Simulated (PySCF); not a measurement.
# C6H13OP: what the fields show

The calculation's input:

```
{"job": {"kind": "uv", "xc": "CAM-B3LYP", "basis": "def2-SVPD", "ip": true}, "charge": 0, "multiplicity": 1}
C      2.338565     0.667730    -0.545449
C      1.389410    -0.256440    -0.705474
P      0.064464    -0.356675     0.524740
C      0.116549    -2.080516     1.100190
O      0.203482     0.665565     1.615972
C     -1.497735    -0.180339    -0.430440
C     -1.539579     1.224059    -1.025157
C     -2.689661    -0.442271     0.485743
H      3.171022     0.775961    -1.247732
H      2.289926     1.345487     0.314287
H      1.398766    -0.950581    -1.554997
H     -0.651566    -2.226071     1.872528
H      1.102967    -2.260277     1.550340
H     -0.046615    -2.791638     0.276739
H     -1.472749    -0.932363    -1.240394
H     -1.461697     1.973226    -0.222433
H     -0.710144     1.398532    -1.726713
H     -2.485361     1.388509    -1.564454
H     -2.639819     0.214059     1.368632
H     -3.633523    -0.234667    -0.041935
H     -2.728312    -1.484577     0.836260
```

Launched as:

```sh
OMP_NUM_THREADS=1 python probes_run.py task.json out
```

Geometry: PBE0-D3(BJ)/def2-SVP.

Level of theory: CAM-B3LYP/def2-SVPD, SCF density, gas phase in PySCF 2.14.0.

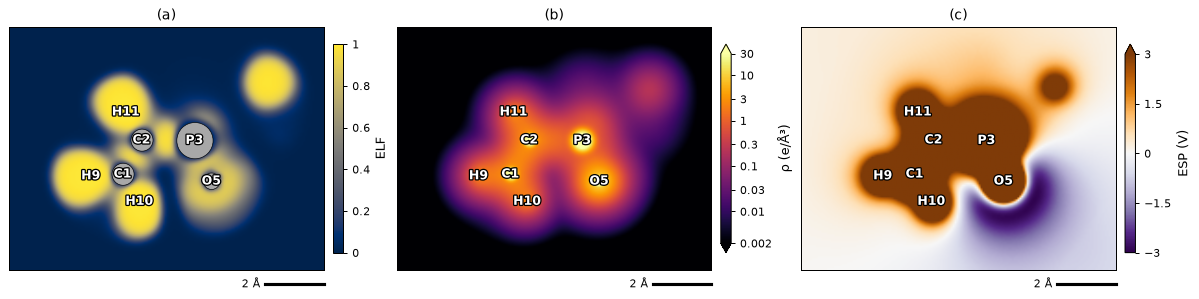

Figure 1. (a) electron localisation function; (b) electron density; (c) electrostatic potential on the plane of atoms C2, C1 and H9. Grey discs cover the atomic cores in the ELF map.

**What do the fields say about this system?**

- The plane passes through C, P, O and H nuclei.
- C–C (1.33 Å): the density is about 2.3 e/Å³ at the midpoint; the ELF peaks at about 0.95 between the atoms; a short, multiple covalent bond.
- P–O (1.50 Å): the density is about 1.8 e/Å³ at the midpoint; the ELF peaks at about 0.85 between the atoms; a polar covalent bond.
- C–P (1.81 Å): ρ at the midpoint is about 1.2 e/Å³; the ELF peaks at about 0.95 between the atoms: a shared electron pair.
- C–H (1.09 Å): ρ is about 2 e/Å³ halfway; the ELF climbs to about 1 towards the hydrogen, as it does in any bond to H: a covalent bond by its length.
- The ELF also peaks beside O5, away from the bonds: lone-pair regions.
- Outside the dense part of the molecule the potential is most negative (−2.9 V) near O5.

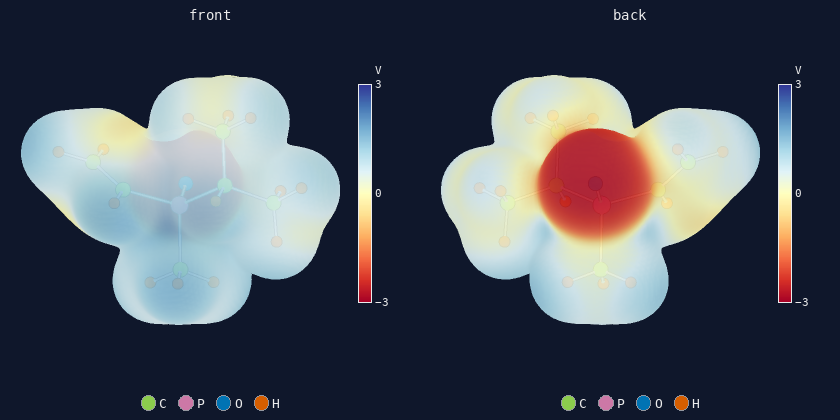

Figure 2. The molecular electrostatic potential painted on the density surface at 0.004 e/bohr³, seen from the front and from behind; red is negative and blue positive.

**Describe the electrostatic potential map.**

The most negative region (about −2.7 V) lies over O5, the most positive (about +1.6 V) over C2, P3, H11 and H14. O5 is the likeliest acceptor of a hydrogen bond.
